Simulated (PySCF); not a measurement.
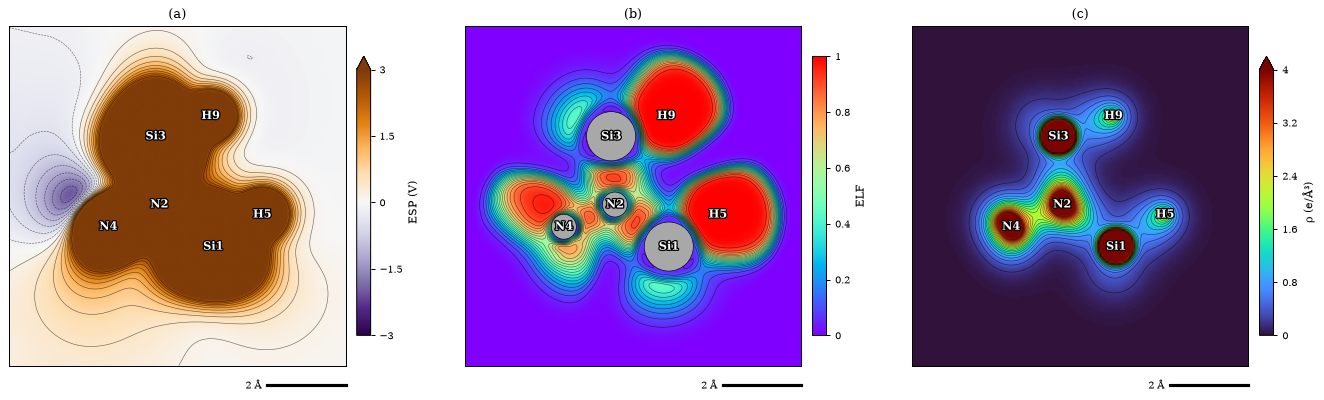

Figure. H8N2Si2 (SMILES NN([SiH3])[SiH3]). (a) molecular electrostatic potential; (b) ELF; (c) electron density on the plane of atoms Si1, N2 and Si3. Grey discs cover the atomic cores in the ELF map.

Geometry: PBE0-D3(BJ)/def2-SVP.

Method: PySCF, PBE0/pcSseg-2, SCF density, gas phase, non-relativistic.

Input file:

```
{"job": {"kind": "nmr", "xc": "PBE0", "basis": "pcSseg-2"}, "charge": 0, "multiplicity": 1}
Si    -0.814848     1.390040     0.042547
N     -0.074364    -0.189646    -0.015035
Si     1.605353    -0.668977    -0.077723
N     -0.914876    -1.336062     0.018508
H      0.254662     2.427660    -0.005845
H     -1.758407     1.566831    -1.108739
H     -1.627161     1.543448     1.293281
H      1.894761    -1.477810    -1.300620
H      2.419222     0.585214    -0.107072
H      1.986404    -1.478399     1.119834
H     -1.477500    -1.340948     0.870271
H     -1.552878    -1.332486    -0.778420
```

Launched as:

```sh
OMP_NUM_THREADS=1 python cluster_run.py task.json out
```

**Interpret the plot.**

The plane passes through Si, N and H nuclei.
N–N (1.42 Å): the density is about 2.1 e/Å³ at the midpoint; the ELF peaks at about 0.90 between the atoms; localised, covalent bonding.
Si–N (1.75 Å): ρ is about 1.1 e/Å³ halfway; the ELF peaks at about 0.90 between the atoms; a polar covalent bond.
Si–H (1.49 Å): ρ is about 0.82 e/Å³ halfway; the ELF climbs to about 1 towards the hydrogen, as it does in any bond to H.
The ELF also peaks beside N4, away from the bonds: lone-pair regions.
Outside the dense part of the molecule the potential is most negative (−2.0 V) near N4.
